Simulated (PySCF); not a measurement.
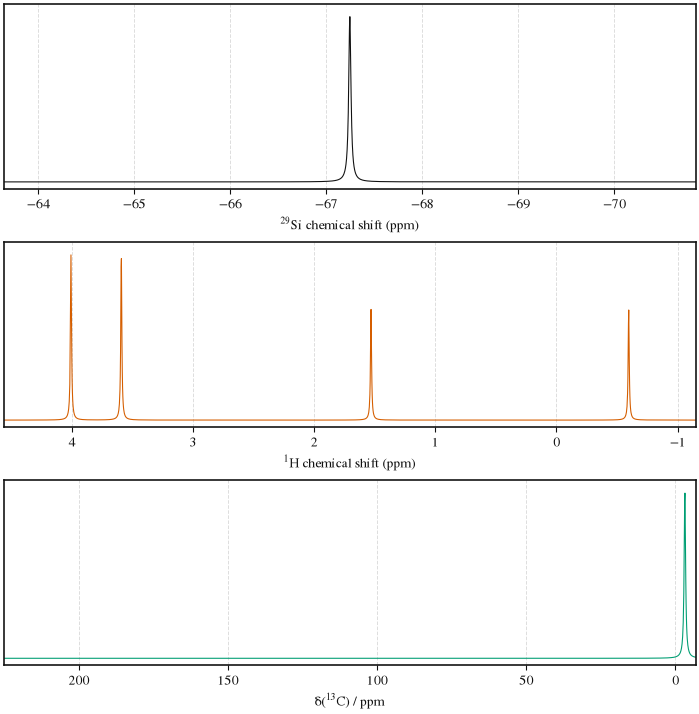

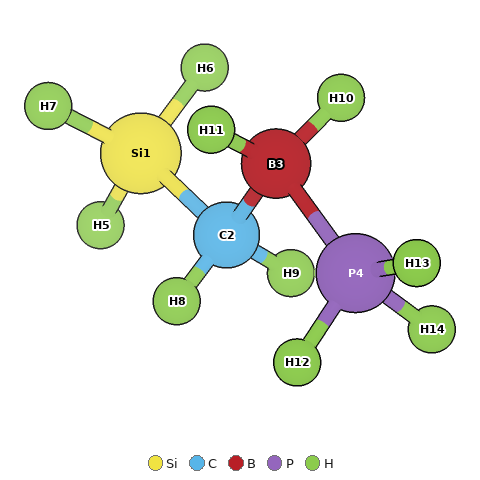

Spectrum and numbered structure of CH₁₀BPSi, SMILES [SiH3]C[BH2-][PH3+]. GIAO shifts, PBE0/pcSseg-1 in PySCF 2.14.0, at a GFN2-xTB geometry (no frequency check), against TMS for ²⁹Si, TMS for ¹H and TMS for ¹³C computed at the same level. Gas phase, fully decoupled, line heights follow the number of nuclei, widths are arbitrary (no quadrupolar broadening); values of one conformer, averaged over methyl-type rotors and exact or near symmetry; other conformers aren't averaged in.

**Where does the ²⁹Si line lie?**

At −67.2 ppm (Si1).

**Which ¹H nuclei are the least shielded, and which the most?**

Least shielded: H5, H6 and H7 at 4.00 ppm. Most shielded: H8 and H9 at −0.60 ppm.

**Where does the ¹³C line lie?**

At −3.2 ppm (C2).

Caveats: the tight-binding geometry is rougher than a DFT one and adds to the error.
